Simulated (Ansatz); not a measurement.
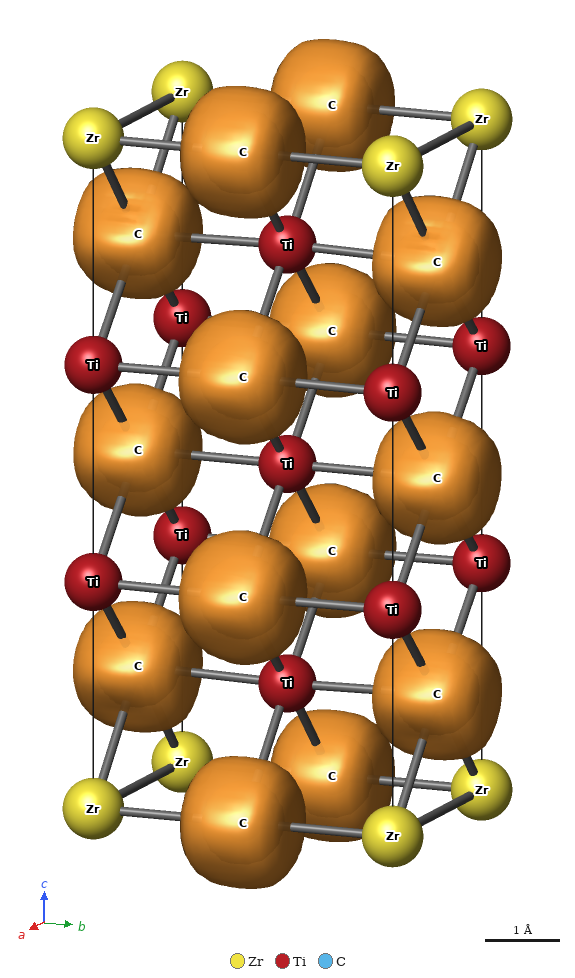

ZrTi₅C₆. Isosurface of the electron localisation function at 0.75 (orange), seen slightly off an axis. Only the valence region is drawn (cores and ρ < 0.01 e/Å³ removed). Sticks mark near contacts.

Space group Pmmm; a structure generated by program, which may or may not match a known phase; computed without spin polarisation.

Level of theory: Ansatz 0.2.0, DFT PBE, scalar-relativistic, plane waves, PAW.

Core electrons are frozen (PAW), and the valence fields are smoothed inside the atomic spheres.

Q: Describe the localisation domains.

A: The surface consists of six regions wrapped around C (the valence shell of each), counted in one cell of 12 atoms. Any copies at cell faces, edges or corners count once. Along the contacts the grid gives the following. Ti–C (2.16 Å): the ELF peaks at about 0.80 in the valence shell of C, 0.7 Å from its nucleus, and is about 0.30 at the midpoint. Zr–C (2.21 Å): the ELF peaks at about 0.80 in the valence shell of C, 0.6 Å from its nucleus, and drops to about 0.25 between the two atoms; no shared electron pair shows on this line.
